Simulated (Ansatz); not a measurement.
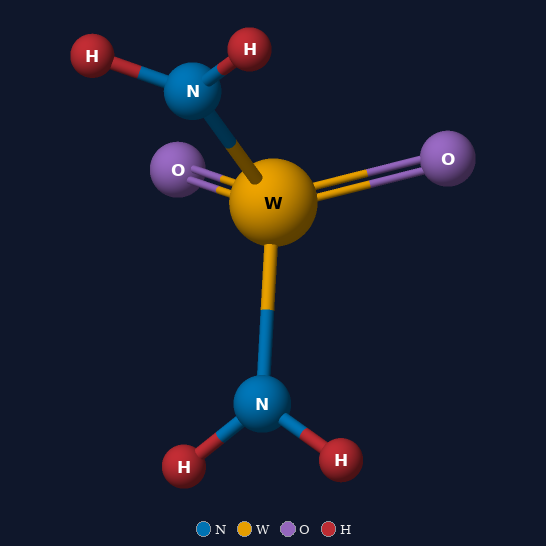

Charge 0, singlet. Sticks follow a distance rule. Harmonic vibrations computed with RKS PBE0-D4/def2-TZVP, core potentials on W (Ansatz 0.2.0) at a stationary point of the same level.

Minimum or transition state?

Answer. A minimum: no imaginary frequency, and the lowest mode lies at 151 cm⁻¹.

List the wavenumbers.

Answer. 21 modes: 151, 215, 217, 249, 306, 330, 335, 405, 413, 661, 665, 699, 717, 1001, 1044, 1545, 1549, 3591, 3594, 3694, 3694 cm⁻¹.
